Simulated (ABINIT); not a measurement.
# AlGaN2 (P3m1): G0W0 with ABINIT, start to end, part 3 of 3

Aim: the G0W0 gap of AlGaN2 (P3m1) on LDA, step by step.

ABINIT 10.8.3; LDA and many-body steps on it, plane waves. Known limits of the many-body steps: not at the basis limit; exchange with frozen shells missing; no spin-orbit coupling; coarse k mesh.

So far. Step 3 (Bands along the symmetry lines): The gap is 2.921 eV, as in the run before at this level. Step 4 (Empty states on the mesh, 3×3×2 mesh, 34 bands): On this mesh the gap is 2.921 eV.

### 5. Screening, 3×3×2 mesh, 30 bands, screening to 87.1 eV

The RPA dielectric matrix is built and inverted for each q.

This step: RPA screening on LDA, plane waves, norm-conserving pseudopotentials.

The input, run.abi:

```
acell 3*1.0 Angstrom
rprim 
  3.145282644058 -0.000000000015 0.000000000000
  -1.572641322016 2.723894671844 0.000000000000
  0.000000000000 0.000000000000 5.096893730000
ntypat 3
znucl 13 31 7
natom 4
typat 1 2 3 3
xred 
  0.000000000000 0.000000000000 0.999263770000
  0.666666666667 0.333333333333 0.497174210000
  0.666666666667 0.333333333333 0.111803640000
  0.000000000000 0.000000000000 0.628158390000
pp_dirpath "pseudos"
pseudos "Al.upf, Ga.upf, N.upf"
ecut 36
ngkpt 3 3 2
nshiftk 1
shiftk 0 0 0
kptopt 1
chksymbreak 0
istwfk *1
occopt 1
irdwfk 1
optdriver 3
nband 30
ecuteps 3.2
inclvkb 2
awtr 1
symchi 1
indata_prefix "in"
outdata_prefix "out"
tmpdata_prefix "tmp"
```

Started as:

```bash
OMP_NUM_THREADS=1 mpirun -n 4 abinit run.abi > log
```

Numbers of over 12 decimals in the logs are rounded to 6 here.

The program printed:

```text
.Version 10.8.3 of ABINIT. v10.8.2 released Aug 2026.

 Symmetries : space group P3 m 1 (#156); Bravais hP (primitive hexag.)
[... echo of the input left out ...]
== DATASET  1 ==================================================================
-   mpi_nproc: 4, omp_nthreads: 1 (-1 if OMP is not activated)

--- !DatasetInfo
iteration_state: {dtset: 1, }
dimensions: {natom: 4, nkpt: 6, mband: 30, nsppol: 1, nspinor: 1, nspden: 1, mpw: 3066, }
cutoff_energies: {ecut:  36.0, pawecutdg:  -1.0, }
electrons: {nelect:   2.60000000E+01, charge:   0.00000000E+00, occopt:   1.00000000E+00, tsmear:   1.00000000E-02, }

 SCREENING: Calculation of the susceptibility and dielectric matrices

 Based on a program developped by R.W. Godby, V. Olevano, G. Onida, and L. Reining.
 Incorporated in ABINIT by V. Olevano, G.-M. Rignanese, and M. Torrent.
.Using double precision arithmetic ; gwpc =  8

[... cell and pseudopotentials left out ...]
--------------------------------------------------------------------------------

 ==== K-mesh for the wavefunctions ====
 Number of points in the irreducible wedge :     6
[... list of points left out ...]
 Together with  6 symmetry operations and time-reversal symmetry
 yields    18 points in the full Brillouin Zone.

 ==== Q-mesh for the screening function ====
 Number of points in the irreducible wedge :     6
[... list of points left out ...]
 Together with  6 symmetry operations and time-reversal symmetry
 yields    18 points in the full Brillouin Zone.

 setmesh: FFT mesh size selected  =    20x   20x   36
          total number of points  =        14400

 vcoul_init : cutoff-mode = AUXILIARY_FUNCTION
 q-points for optical limit:   1
     1)      0.000010    0.000020    0.000030

- screening: taking advantage of time-reversal symmetry
- Maximum band index for partially occupied states nbvw = 13
- Remaining bands to be divided among processors   nbcw = 17
- Number of bands treated by each node ~4

 Number of electrons calculated from density =   26.0000; Expected =   26.0000
 average of density, n =  0.088231
 r_s =    1.3935
 omega_plasma =   28.6527 [eV]

 calculating chi0 at frequencies [eV] :
  1    0.000000E+00    0.000000E+00
  2    0.000000E+00    2.865274E+01

--------------------------------------------------------------------------------
  q-point number  1        q = ( 0.000000, 0.000000, 0.000000) [r.l.u.]
--------------------------------------------------------------------------------
[... chi0 elements left out ...]
 For q-point:  0.000010 0.000020 0.000030
  dielectric constant =   6.4518
  dielectric constant without local fields =   6.9174

  Average fulfillment of the sum rule on Im[epsilon] for q-point    1 :     25.48  [%]
[... wings left out ...]
  q-point number  2        q = ( 0.333333, 0.000000, 0.000000) [r.l.u.]
--------------------------------------------------------------------------------
[... chi0 elements left out ...]
  Average fulfillment of the sum rule on Im[epsilon] for q-point    2 :     33.57  [%]

 [... 4 further q-points ...]
```

The job ended after 4.5 s (4 MPI ranks of Arm Neoverse V1, shared host; peak memory 0.34 GiB).

Numbers from this step:

* ε∞ with local fields, on this mesh, along the program's q direction: 6.452
* the same without local fields: 6.917
* plasma frequency: 28.65 eV
* plane waves in the screening matrix: 97

Local fields lower ε∞ by 7 %. On a Γ-centred mesh this coarse the value itself is usually too large, while a short band sum pulls it down.

### 6. Self-energy, 3×3×2 mesh, 30 bands, screening to 87.1 eV

The self-energy is evaluated for the states that the input lists, and the levels follow from it, in one-shot runs by the linearised quasiparticle equation.

This step: G0W0 on LDA, plane waves, norm-conserving pseudopotentials.

run.abi, as its differences from that of step 5:

```diff
@@ -25,8 +25,15 @@
 irdwfk 1
-optdriver 3
+optdriver 4
 nband 30
+gwcalctyp 0
+ecutsigx 36
+symsigma 1
+nkptgw 1
+kptgw 
+  0.0000000000 0.0000000000 0.0000000000
+bdgw 
+  12 15
 ecuteps 3.2
-inclvkb 2
-awtr 1
-symchi 1
+irdscr 1
+ppmodel 1
 indata_prefix "in"
```

The program printed:

```text
.Version 10.8.3 of ABINIT. v10.8.2 released Aug 2026.

 Symmetries : space group P3 m 1 (#156); Bravais hP (primitive hexag.)
[... echo of the input left out ...]
== DATASET  1 ==================================================================
-   mpi_nproc: 4, omp_nthreads: 1 (-1 if OMP is not activated)

--- !DatasetInfo
iteration_state: {dtset: 1, }
dimensions: {natom: 4, nkpt: 6, mband: 30, nsppol: 1, nspinor: 1, nspden: 1, mpw: 3066, }
cutoff_energies: {ecut:  36.0, pawecutdg:  -1.0, }
electrons: {nelect:   2.60000000E+01, charge:   0.00000000E+00, occopt:   1.00000000E+00, tsmear:   1.00000000E-02, }

 SIGMA: Calculation of the GW corrections

 Based on a program developped by R.W. Godby, V. Olevano, G. Onida, and L. Reining.
 Incorporated in ABINIT by V. Olevano, G.-M. Rignanese, and M. Torrent.
.Using double precision arithmetic ; gwpc =  8

[... cell and pseudopotentials left out ...]
--------------------------------------------------------------------------------

 ==== K-mesh for the wavefunctions ====
 Number of points in the irreducible wedge :     6
[... list of points left out ...]
 Together with  6 symmetry operations and time-reversal symmetry
 yields    18 points in the full Brillouin Zone.

 ==== Q-mesh for screening function ====
 Number of points in the irreducible wedge :     6
[... list of points left out ...]
 Together with  6 symmetry operations and time-reversal symmetry
 yields    18 points in the full Brillouin Zone.

 vcoul_init : cutoff-mode = AUXILIARY_FUNCTION
 q-points for optical limit:   1
     1)      0.000010    0.000020    0.000030
 setmesh: FFT mesh size selected  =    27x   27x   54
          total number of points  =        39366

 Number of electrons calculated from density =   26.0000; Expected =   26.0000
 average of density, n =  0.088231
 r_s =    1.3935
 omega_plasma =   28.6527 [eV]

 === KS Band Gaps ===
  >>>> For spin  1
   Minimum direct gap =   2.9210 [eV], located at k-point      :   0.0000  0.0000  0.0000
   Fundamental gap    =   2.9210 [eV], Top of valence bands at :   0.0000  0.0000  0.0000
                                       Bottom of conduction at :   0.0000  0.0000  0.0000
 SIGMA fundamental parameters:
 PLASMON POLE MODEL  1
 number of plane-waves for SigmaX                 3027
 number of plane-waves for SigmaC and W             97
 number of plane-waves for wavefunctions          3027
 number of bands                                    30
 number of independent spin polarizations            1
 number of spinorial components                      1
 number of k-points in IBZ                           6
 number of q-points in IBZ                           6
 number of symmetry operations                       6
 number of k-points in BZ                           18
 number of q-points in BZ                           18
 number of frequencies for dSigma/dE                 9
 frequency step for dSigma/dE [eV]                0.25
 number of omega for Sigma on real axis              0
 max omega for Sigma on real axis  [eV]           0.00
 zcut for avoiding poles [eV]                     0.10

 EPSILON^-1 parameters (SCR file):
 dimension of the eps^-1 matrix on file             97
 dimension of the eps^-1 matrix used                97
 number of plane-waves for wavefunctions          3027
 number of bands                                    30
 number of q-points in IBZ                           6
 number of frequencies                               2
 number of real frequencies                          1
 number of imag frequencies                          1

 matrix elements of self-energy operator (all in [eV])

 Perturbative Calculation

--- !SelfEnergy_ee
iteration_state: {dtset: 1, }
kpoint     : [   0.000,    0.000,    0.000, ]
spin       : 1
KS_gap     :    2.921
QP_gap     :    3.834
Delta_QP_KS:    0.913
data: !SigmaeeData |
     Band     E0 <VxcDFT>   SigX SigC(E0)      Z dSigC/dE  Sig(E)    E-E0       E
       12   5.381 -17.816 -21.198   4.102   0.796  -0.257 -17.243   0.573   5.954
       13   5.381 -17.816 -21.198   4.102   0.796  -0.257 -17.243   0.573   5.954
       14   8.302 -13.907  -9.027  -3.066   0.820  -0.220 -12.420   1.487   9.789
       15  10.864 -12.213  -6.717  -3.510   0.831  -0.204 -10.564   1.650  12.514

== END DATASET(S) ==============================================================
================================================================================

 -outvars: echo values of variables after computation  --------
           etotal      0.0000000000E+00
            nband          30
             nkpt           6
          spgroup         156
 [... the other variables as echoed above ...]

 Calculation completed.
```

The job ended after 3.3 s (4 MPI ranks; peak memory 0.36 GiB; 13 s of CPU time).

This step gave:

* G0W0 gap on the points computed: 3.835 eV
* starting gap on the mesh: 2.921 eV
* k of the valence top: 0, 0, 0
* k of the conduction bottom: 0, 0, 0
* Z at the valence top: 0.796
* Z at the conduction bottom: 0.82
* least direct G0W0 gap on the computed points: 3.835 eV

The gap on the mesh goes from 2.92 eV to 3.83 eV, a correction of +0.91 eV.

Limits: finite bands, cutoff and mesh; exchange with frozen shells missing; no spin-orbit coupling; coarse k mesh. v1 is the top filled band, c1 the lowest empty one. The levels before and after the correction (eV, zero at the valence-band top of each column):

|  | conduction bottom | valence top |
| --- | --- | --- |
| Kohn-Sham | 2.92 | 0.00 |
| G0W0 | 3.83 | 0.00 |

|  | level | energy (eV) |
| --- | --- | --- |
| Kohn-Sham | Γ v2-v1 | 0.000 |
| Kohn-Sham | Γ c1 | 2.921 |
| Kohn-Sham | Γ c2 | 5.483 |
| G0W0 | Γ v2-v1 | 0.000 |
| G0W0 | Γ c1 | 3.835 |
| G0W0 | Γ c2 | 6.560 |

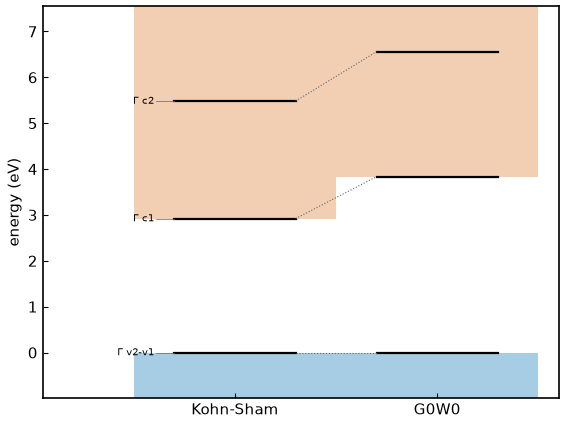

Levels before and after the correction. Shaded: valence and conduction bands.

### 7. Where the time went

Times are wall times on 4 MPI ranks of Arm Neoverse V1, shared host, good to a factor of about two.

| step | time | share | memory (GiB) |
| --- | --- | --- | --- |
| ground state | 18 s | 31 % | 0.31 |
| bands along the symmetry lines | 25 s | 43 % | 0.32 |
| empty states on the mesh | 6.9 s | 12 % | 0.26 |
| screening | 4.5 s | 8 % | 0.34 |
| self-energy | 3.3 s | 6 % | 0.36 |

### 8. Outcome

```json
{
  "LDA gap": "2.92 eV, direct",
  "G0W0 gap on the mesh": "3.83 eV",
  "GW settings": "3×3×2 mesh, 30 bands, screening to 87.1 eV, Godby-Needs plasmon pole",
  "known limits": "not at the basis limit; exchange with frozen shells missing; no spin-orbit coupling; coarse k mesh"
}
```

G0W0 moves the gap on the mesh from 2.92 eV to 3.83 eV (+0.91 eV), with Z of 0.80 and 0.82 at the edges. Local fields lower the RPA ε∞ on this mesh from 6.92 to 6.45; a Γ-centred mesh this coarse tends to raise both, most where the direct gap is narrow, while a short band sum lowers them. Only 1 of the mesh's irreducible points was corrected, so a valley elsewhere could overtake. Bands and cutoff are finite, so the gap is not at the basis limit. The miss can reach some tenths of an eV and take either sign; the mesh is an error of its own. In the G0W0 run levels were corrected at 1 k point alone, so a gap called «on the mesh» is the least over those, and an edge elsewhere would be missed. The 3×3×2 mesh is coarse for this cell, which bears on the long-range parts of exchange and screening. The norm-conserving file of at least one element keeps a d shell over frozen s and p shells of the same row. Exchange with those shells is missing from the self-energy, an error of 0.3 to 0.9 eV in cases checked, whose sign depends on which edge lies on those atoms. The many-body steps are scalar-relativistic: spin-orbit coupling is not in them.

[Paths, hosts, dates, memory and timing lines, banners, echoed tables and standing remarks are left out of the program output.]

[Logs are printed without paths, hosts, clocks, repeated set-up lines and the standing remarks that a program may print on its own settings, such as how far it seeks lower states.]

[Runs of the session that timed out or met a known fault of the program may be left out.]

[Hosts, paths, dates, database ids (printed as entryN), source tags and the programs' standing remarks are cut or masked in the printed files.]

[G0W0 gaps are taken among the corrected bands and points alone; a level outside them can change the order at an edge.]

[Where Ansatz stands beside ABINIT at settings called matched, ABINIT's density can come from a denser mesh and the files from another edition; pairs whose starting gaps differed by over 0.03 eV were left out, so agreement reads better than it is.]
